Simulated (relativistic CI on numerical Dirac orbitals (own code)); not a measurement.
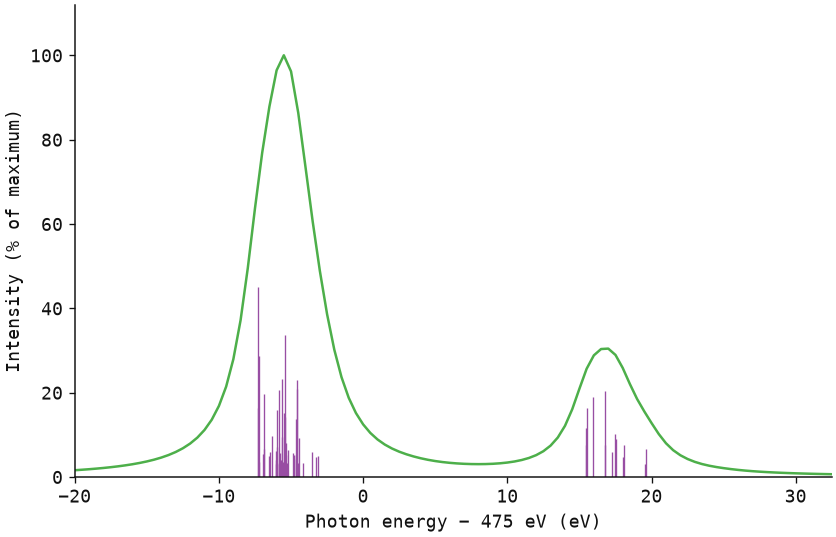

M₂,₃ X-ray absorption of Ru V (Ru⁴⁺), [Kr] 4d⁴, in a field of D4h symmetry with 10Dq = 29,700, Ds = −860, Dt = 700 cm⁻¹. Sticks are the strongest transitions, on a scale of their own. Multiplet model: relativistic Dirac–Coulomb–Breit theory, one configuration a step, Slater integrals scaled by 0.8, 300 K, Voigt broadening (Lorentzian 3 eV, Gaussian 0.4 eV full widths), computed with a radial Dirac CI code.

> Describe the spectrum.

The main maxima lie at 469.5 eV (100) and 491.8 eV (30), heights in % of the largest; the centroid is at 474.9 eV. The lower edge holds 0.76 of the intensity (branching ratio, edges parted at 485 eV), and the core spin-orbit splitting of the orbitals is 22.6 eV. The ground state has S = 1.02.

Limits of the model: free-ion energies, so absolute edge positions are off by a few eV from solids.
